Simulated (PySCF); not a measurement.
C₇H₁₀O₂Si

| atom | x (Å) | y (Å) | z (Å) |
| --- | --- | --- | --- |
| O | -0.8533 | -1.4590 | 2.1470 |
| C | -1.1389 | -0.7564 | 1.2089 |
| C | -2.5648 | -0.4155 | 0.8270 |
| C | -2.5815 | 0.4893 | -0.3612 |
| C | -1.4377 | 0.8587 | -0.9292 |
| Si | 0.0396 | 0.1134 | -0.0458 |
| C | 1.3069 | -0.9388 | -1.0110 |
| C | 2.6391 | -0.3630 | -0.5118 |
| O | 2.5163 | 1.0137 | -0.2477 |
| C | 1.4307 | 1.2534 | 0.6309 |
| H | -3.0664 | 0.0492 | 1.6810 |
| H | -3.1095 | -1.3417 | 0.6204 |
| H | -3.5508 | 0.8135 | -0.7166 |
| H | -1.4236 | 1.5119 | -1.7860 |
| H | 1.2596 | -2.0088 | -0.8279 |
| H | 1.2100 | -0.7770 | -2.0834 |
| H | 3.4364 | -0.4586 | -1.2510 |
| H | 2.9417 | -0.8900 | 0.4057 |
| H | 1.2258 | 2.3214 | 0.5877 |
| H | 1.7151 | 0.9949 | 1.6599 |

Geometry: GFN2-xTB.

Theory: PBE0/pcSseg-1, SCF density, gas phase, non-relativistic in PySCF 2.14.0.

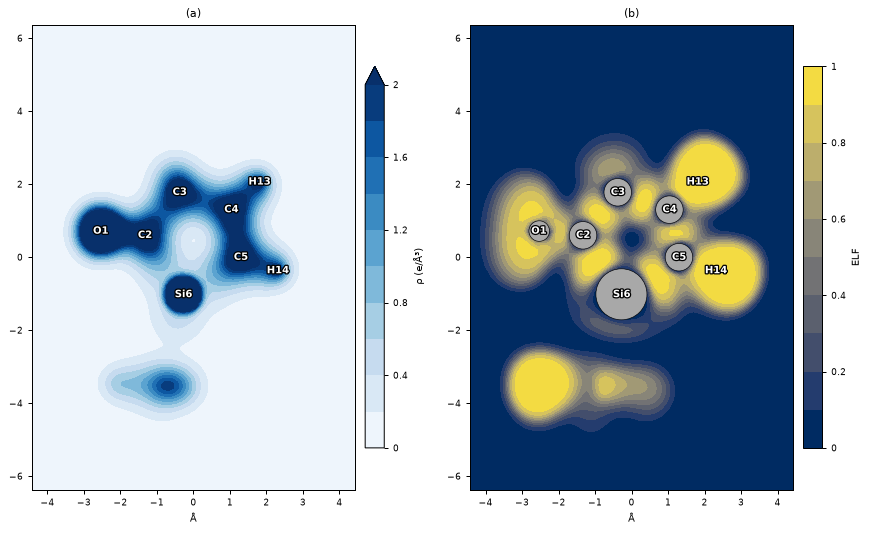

Figure 1. (a) total electron density; (b) electron localisation function on the plane of atoms C5, C4 and H13. Grey discs cover the atomic cores in the ELF map.

Read the bonding off the picture.

The section cuts through O, C, Si and H sites.
C–O (1.21 Å): ρ at the midpoint is about 3.3 e/Å³; the ELF peaks at about 0.85 between the atoms: a short, multiple covalent bond.
C–C (1.33 Å): ρ at the midpoint is about 2.3 e/Å³; the ELF peaks at about 0.90 between the atoms; a multiple bond.
C–Si (1.88 Å): the density is about 0.94 e/Å³ at the midpoint; the ELF peaks at about 0.95 between the atoms, as expected for a covalent bond.
C–H (1.08 Å): the density is about 2 e/Å³ at the midpoint; the ELF climbs to about 1 towards the hydrogen, as it does in any bond to H (an ordinary covalent bond to hydrogen).
C–C (1.49 Å): ρ at the midpoint is about 1.7 e/Å³; the ELF peaks at about 0.95 between the atoms, as expected for a covalent bond.
The ELF also peaks beside O1, away from the bonds: lone-pair regions.

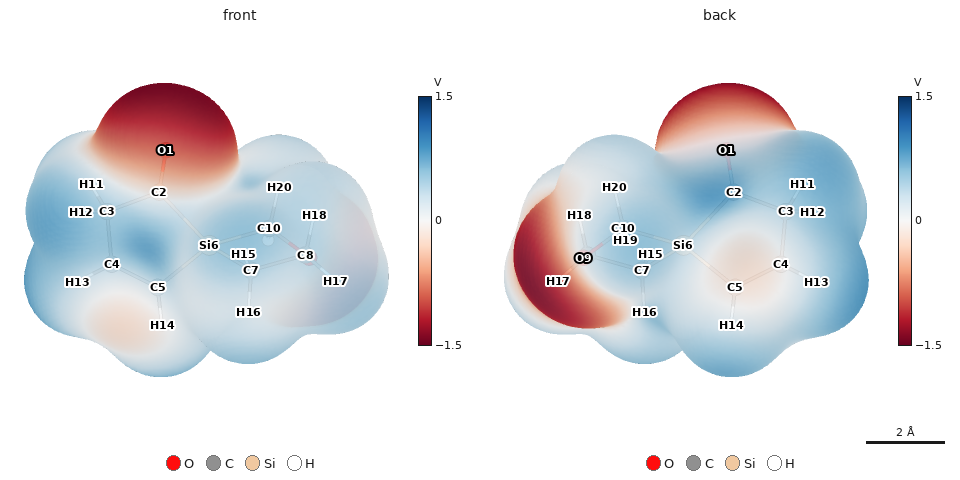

Figure 2. The molecular electrostatic potential painted on the density surface at 0.001 e/bohr³, seen from the front and from behind; the colour scale runs from red (negative) to blue (positive).

Describe the electrostatic potential map.

The most negative region (about −1.4 V) lies over O1 and O9, the most positive (about +0.8 V) over C2, Si6 and H13.

How polar is the molecule by this calculation?

Its dipole moment is 2.40 D.
